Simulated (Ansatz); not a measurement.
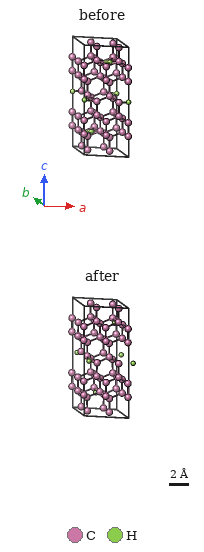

The structure of a defect cell of composition HC$_{16}$ (cell charge +1) before (top) and after (bottom) a relaxation, at one scale.

Style: ball-and-stick. Shown: the larger cell on standard axes (3 times the calculation's cell) (origin shifted), slightly off an axis.

It is an interstitial H in diamond C. The run prepares an end point of a later path (interstitial hop) calculation, from a guessed geometry. The atoms of the start lie slightly off their symmetric places, so part of the fall in energy undoes that.

Theory: DFT r2SCAN-D3(BJ), scalar-relativistic, plane waves, PAW (Ansatz). Settings: plane-wave cutoff 500 eV; k-point mesh 3 × 3 × 3; occupations gaussian; smearing width 0.02 eV; no spin polarisation; atoms relaxed in a fixed cell; force threshold 0.03 eV/Å; at most 60 steps.

Describe what moved and what it gained.

After 9 geometry steps the energy has fallen by 0.608 eV per cell of the calculation. The largest force component goes from 2 to 0.028 eV/Å. The atom that moves furthest is the H atom (0.52 Å along +a). By element the largest moves are H 0.52 Å, C 0.15 Å. The lattice vectors keep their values. Some distances before and after: C–H 1.514 → 2.004 Å, C–C 1.546 → 1.852 Å, C–H 1.454 → 1.155 Å, C–H 1.467 → 1.648 Å. Among the angles between lasting bonds that change: C–C–C 109.5° → 101.5°, C–C–C 109.5° → 102.6°, C–C–C 109.5° → 115.7°. Cost: 49 s on 2 threads of Intel(R) Xeon(R) Platinum 8488C (Sapphire Rapids), on a shared host, peak memory 0.65 GiB.

Limits of the set-up: the periodic images lie only 5.0 Å apart, so the values are limited by the cell's size; the cell is charged, on a uniform background, and energies carry no finite-size correction.
